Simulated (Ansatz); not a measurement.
```yaml
crystal:
  lattice:
    - [3.25101, 0.00000, 0.00000]
    - [-1.62550, 2.81545, 0.00000]
    - [0.00000, 0.00000, 3.84738]
  atoms:
    - { symbol: Tm, position: [0.66667, 0.33333, 0.00000] }
    - { symbol: F, position: [0.00000, 0.00000, 0.50000] }
```

Space group P-6m2; a structure generated by program, which may or may not match a known phase; computed without spin polarisation; no Hubbard U on the f states and no spin–orbit coupling.

Computed with DFT PBE, scalar-relativistic, plane waves, PAW; 4f electrons in the core of a trivalent norm-conserving potential in Ansatz.

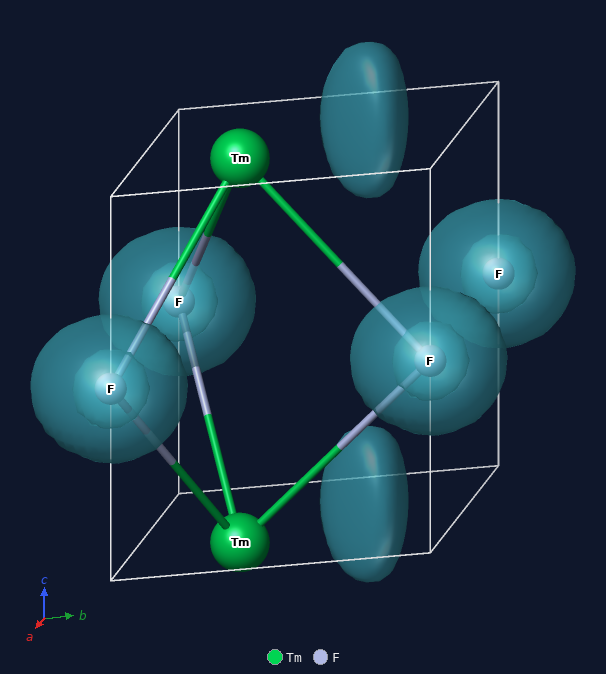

TmF. Isosurface of the ELF at 0.75 (cyan), seen slightly off an axis. Only the valence region is drawn (cores and ρ < 0.01 e/Å³ removed). Sticks mark near contacts.

Q: Where are the electrons localised?

A: At this value the surface marks out one region wrapped around F (its valence shell) and one pocket between the atoms, centred on no nucleus (multi-centre or interstitial), counted in one cell of 2 atoms. Regions shared between cells count once. Profiles from the grid: Tm–F (2.69 Å): the ELF is about 0.05 at the midpoint: no localised pair shows between them.
